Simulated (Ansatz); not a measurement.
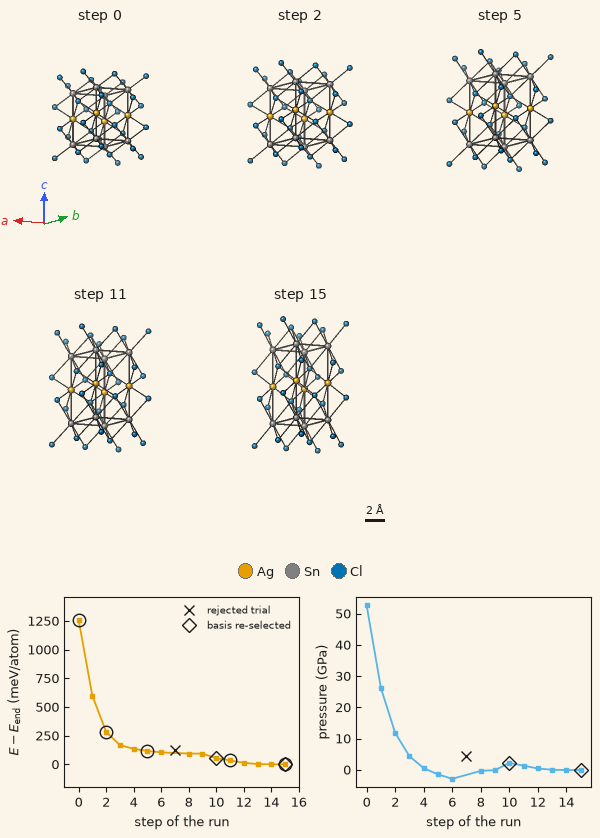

Frames of a relaxation of solid AgSnCl₂ (a generated structure, set up in P-3m1) (coarse preliminary run), marked on the history of the run. Style: ball-and-stick. Shown: the cell of the calculation, from a free direction.

Method: Ansatz, DFT PBE, scalar-relativistic, plane waves, PAW. Set-up: plane-wave cutoff 420 eV; k-point mesh 6 × 6 × 4; occupations gaussian; smearing width 0.1 eV; no spin polarisation; cell and atoms relaxed; force threshold 0.04 eV/Å; at most 70 steps.

Q: Describe the path.

A: Over 12 accepted moves (15 points after the start) the energy falls by 1260 meV per atom. Largest force component: 2.4 eV/Å at the start, 0.0093 eV/Å at the end. The pressure goes from 52.63 to −0.06 GPa. The line search rejected the trial step at point 7 of the run. The SCF was repeated twice at an unchanged geometry on a basis and grid sized afresh for the cell, which shifted the energy by 39.2 meV per atom at most. The largest moves relative to the cell, 0.37 Å, are those of Cl atoms. Ag and Sn stay in place. The drawn cell changes as follows: a = b 3.606 → 3.615 Å (+0.3 %), c 5.854 → 8.441 Å (+44.2 %); the volume changes by +45.0 %. Among the contacts that change: Cl–Sn 2.520 → 3.196 Å, Ag–Cl 2.570 → 2.756 Å. Among the angles between lasting bonds that change: Cl–Ag–Cl 89.1° → 82.0°, Ag–Cl–Ag 89.1° → 82.0°, Cl–Ag–Cl 90.9° → 98.0°. The space group stays P-3m1 (No. 164). From step 0 to 2: Cl atoms move most (0.15 Å), volume +30.2 %, energy −976 meV per atom. From step 2 to 5: Cl atoms move most (0.14 Å), volume +17.3 %, energy −167 meV per atom. From step 5 to 11: Cl atoms move most (0.07 Å), volume −4.0 %, energy −82.7 meV per atom. From step 11 to 15: Cl atoms move most (0.07 Å), volume −1.2 %, energy −33.9 meV per atom.

```json
{"step": "0", "E − E(0), meV/atom": "0.00", "largest force component, eV/Å": "2.4231", "pressure, GPa": "52.63", "volume, Å³/atom": "16.481", "note": ""}
{"step": "1", "E − E(0), meV/atom": "-662.59", "largest force component, eV/Å": "1.2024", "pressure, GPa": "26.17", "volume, Å³/atom": "18.991", "note": ""}
{"step": "2", "E − E(0), meV/atom": "-975.71", "largest force component, eV/Å": "0.5855", "pressure, GPa": "11.82", "volume, Å³/atom": "21.465", "note": ""}
{"step": "3", "E − E(0), meV/atom": "-1091.96", "largest force component, eV/Å": "0.2938", "pressure, GPa": "4.36", "volume, Å³/atom": "23.517", "note": ""}
{"step": "4", "E − E(0), meV/atom": "-1124.24", "largest force component, eV/Å": "0.2338", "pressure, GPa": "0.52", "volume, Å³/atom": "24.836", "note": ""}
{"step": "5", "E − E(0), meV/atom": "-1142.83", "largest force component, eV/Å": "0.3443", "pressure, GPa": "-1.45", "volume, Å³/atom": "25.188", "note": ""}
{"step": "6", "E − E(0), meV/atom": "-1155.00", "largest force component, eV/Å": "0.1054", "pressure, GPa": "-2.88", "volume, Å³/atom": "25.000", "note": ""}
{"step": "7", "E − E(0), meV/atom": "-1134.97", "largest force component, eV/Å": "0.7160", "pressure, GPa": "4.35", "volume, Å³/atom": "22.540", "note": "rejected"}
{"step": "8", "E − E(0), meV/atom": "-1165.24", "largest force component, eV/Å": "0.0459", "pressure, GPa": "-0.35", "volume, Å³/atom": "24.096", "note": ""}
{"step": "9", "E − E(0), meV/atom": "-1165.93", "largest force component, eV/Å": "0.0150", "pressure, GPa": "-0.11", "volume, Å³/atom": "23.922", "note": ""}
{"step": "10", "E − E(0), meV/atom": "-1205.09", "largest force component, eV/Å": "0.0146", "pressure, GPa": "2.21", "volume, Å³/atom": "23.922", "note": "same geometry, new basis"}
{"step": "11", "E − E(0), meV/atom": "-1225.56", "largest force component, eV/Å": "0.0384", "pressure, GPa": "1.32", "volume, Å³/atom": "24.180", "note": ""}
{"step": "12", "E − E(0), meV/atom": "-1245.71", "largest force component, eV/Å": "0.0433", "pressure, GPa": "0.43", "volume, Å³/atom": "24.343", "note": ""}
{"step": "13", "E − E(0), meV/atom": "-1257.34", "largest force component, eV/Å": "0.0339", "pressure, GPa": "0.01", "volume, Å³/atom": "24.154", "note": ""}
{"step": "14", "E − E(0), meV/atom": "-1259.20", "largest force component, eV/Å": "0.0089", "pressure, GPa": "-0.09", "volume, Å³/atom": "23.889", "note": ""}
{"step": "15", "E − E(0), meV/atom": "-1259.51", "largest force component, eV/Å": "0.0093", "pressure, GPa": "-0.06", "volume, Å³/atom": "23.889", "note": "same geometry, new basis"}
```
